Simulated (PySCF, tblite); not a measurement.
**C7H13B: geometry, infrared bands, NMR shifts, electronic excitations and core binding energies**

What infrared bands, NMR shifts, electronic excitations and core binding energies should C7H13B (`B[C@@H]1C[C@@H]2CCC[C@@H]21`) show?

Programs: tblite 0.8.0 and PySCF 2.14.0, with density-fitted response routines of our own. Each step states its level of theory. These are calculated values for one molecule in the gas phase, unless marked as measured. Atoms count from 0, in the outputs and in this text.

### 1 Starting geometry

21 atoms, charge 0, multiplicity 1; geometry from: force field or distance geometry start.

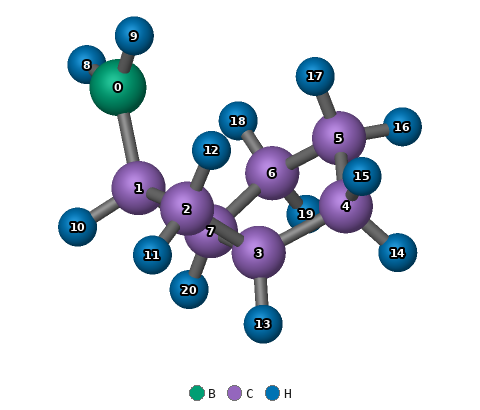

The starting geometry (boron teal, carbon purple, hydrogen blue), atoms numbered.

### 2 Geometry optimisation with GFN2-xTB

What the job is given:

```
{"job": {"kind": "relax", "xc": "GFN2-xTB", "basis": "xTB"}, "charge": 0, "multiplicity": 1}
B      2.030500     1.071500    -0.516500
C      1.464100    -0.413100    -0.305400
C      0.478200    -0.887600    -1.350300
C     -0.563300    -1.152500    -0.263500
C     -1.769900    -0.220700    -0.248400
C     -1.344500     1.023600     0.506500
C     -0.251300     0.560100     1.461800
C      0.418400    -0.653400     0.807600
H      2.714900     1.567000     0.307400
H      1.757900     1.678900    -1.491700
H      2.309400    -1.138100    -0.201300
H      0.795000    -1.821700    -1.856100
H      0.147400    -0.093700    -2.062400
H     -0.815700    -2.238300    -0.154400
H     -2.610300    -0.700900     0.287400
H     -2.109700     0.030900    -1.272600
H     -2.192100     1.482600     1.059800
H     -0.921500     1.766700    -0.198900
H      0.465600     1.370500     1.715600
H     -0.722800     0.227000     2.420500
H      0.710900    -1.441700     1.530500
```

Command:

```sh
$ OMP_NUM_THREADS=1 python probes_run.py task.json out
```

The driver reads the jobs from task.json and runs them one after another.

**Question.** This job is followed by: GFN2-xTB harmonic vibrations, gas phase; PBE0-D3(BJ)/def2-SVP geometry optimisation, gas phase; GIAO PBE0/pcSseg-1 NMR shielding, non-relativistic, gas phase; TDDFT B3LYP/def2-SVPD, vertical, gas phase, core orbitals frozen in the response; GIAO CAM-B3LYP/pcSseg-1 NMR shielding, non-relativistic, gas phase; delta-SCF UKS SCAN, pcX-2 on the ionised atom, pcseg-1 elsewhere, spin-free X2C. What will the session give for the following? strongest single infrared mode (GFN2-xTB); zero-point energy (GFN2-xTB); point group; rotational constants (main isotopes); ¹³C shifts against TMS (PBE0/pcSseg-1); ¹H shifts against TMS (PBE0/pcSseg-1, means over atoms taken as alike); ¹¹B shifts against BF3·OEt2 (PBE0/pcSseg-1); lowest singlet (B3LYP/def2-SVPD); brightest single state of those computed; lowest triplet; vertical ionisation energy (ΔSCF); vertical electron affinity (ΔSCF); C1s binding energies, SCAN/pcX-2; range of the shift of B0.

As calculated:

| quantity | value |
| --- | --- |
| strongest single infrared mode (GFN2-xTB) | 2663 cm⁻¹, 136 km/mol |
| zero-point energy (GFN2-xTB) | 115.1 kcal/mol |
| point group | C1 |
| rotational constants (main isotopes) | 2.99, 2.15, 1.73 GHz |
| ¹³C shifts against TMS (PBE0/pcSseg-1) | 46.3, 45.8, 37.3, 36.7, 33.8, 33.1, 25.8 ppm |
| ¹H shifts against TMS (PBE0/pcSseg-1, means over atoms taken as alike) | 7.74, 3.18, 2.64, 2.41, 2.07, 1.79, 1.74, 1.54, 1.45, 1.35, 1.22, 0.93 ppm |
| ¹¹B shifts against BF3·OEt2 (PBE0/pcSseg-1) | 89.7 ppm |
| lowest singlet (B3LYP/def2-SVPD) | 5.15 eV (241 nm), f = 0.001 |
| brightest single state of those computed | state 3, 5.98 eV, f = 0.025 |
| lowest triplet | 4.77 eV |
| vertical ionisation energy (ΔSCF) | 9.79 eV |
| vertical electron affinity (ΔSCF) | -0.50 eV (unbound: the value hangs on the basis) |
| C1s binding energies, SCAN/pcX-2 | C5 290.37, C4 290.27, C6 290.21, C2 290.11, C3 290.07, C7 290.06, C1 289.85 eV |
| range of the shift of B0 | 89.7 to 93.3 ppm |

Over 68 steps the energy fell by 0.249 eV; of the close pairs, B0–C1 changed most, 1.603 to 1.563 Å (GFN2-xTB). All 57 modes are real, so the xTB geometry is a minimum. The strongest single mode, at 2663 cm⁻¹, moves mainly H8 and H9. GFN2-xTB is a fitted tight-binding method: band positions and strengths are rough. Its intensities can rank the bands wrongly. Relaxing lowered the energy by 0.172 eV in 8 steps; the close pair that moved most is C2–C3, from 1.505 to 1.545 Å (PBE0/def2-SVP). At PBE0/pcSseg-1: The widest tensor belongs to B0: span 198 ppm, with a paramagnetic part of -180 ppm. The first singlet state (HOMO→LUMO 0.95) lies at 5.15 eV and is dark; of the 10 states computed, the strongest absorption comes from state 3 at 5.98 eV. The lowest triplet lies 0.38 eV below the lowest singlet (triplets in Tamm-Dancoff, singlets in full TDDFT). The orbital energy would give 7.79 eV for ionisation, ΔSCF gives 9.79 eV. The C1s levels kept as sound span 0.52 eV, from C1 (sp3 CH bonded to B) up to C5 (sp3 CH2 in a ring). Across the 2 runs the shift of B0 moves most, between 89.7 (PBE0/pcSseg-1) and 93.3 ppm (CAM-B3LYP/pcSseg-1).
